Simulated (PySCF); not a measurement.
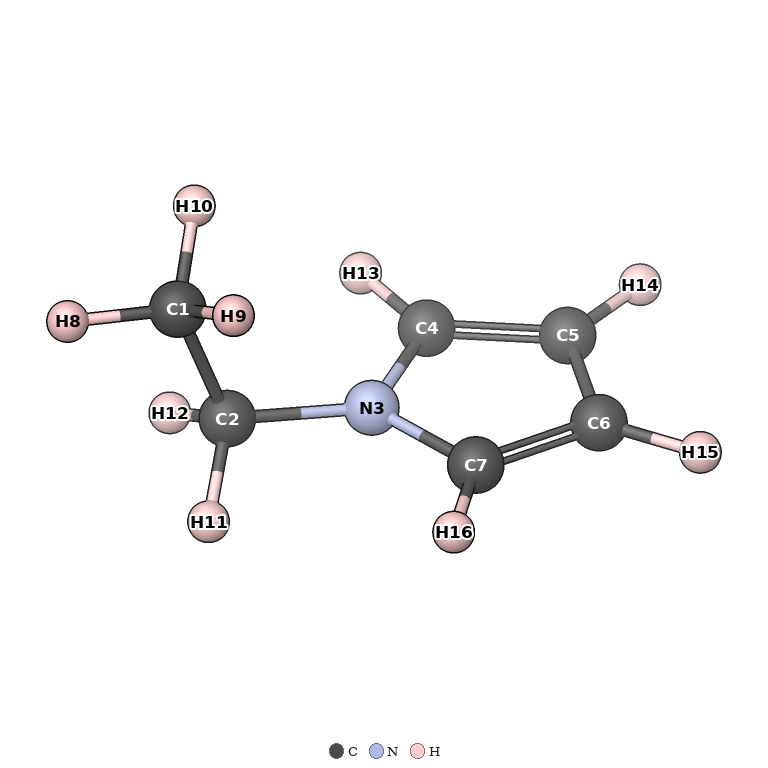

Distant atoms are faded towards the background colour. Computed geometry: PBE0-D3(BJ)/def2-SVP optimisation. No frequency run is at hand to confirm it as a minimum.

Q: How is the 5-membered ring N3–C4–C5–C6–C7 puckered?

A: It is planar. The Cremer–Pople amplitude Q is 0.00 Å.

Q: Give the torsion angles round the ring, beginning with the bond from its second to its third atom.

A: 0°, 0°, 0°, −1°, 1°.
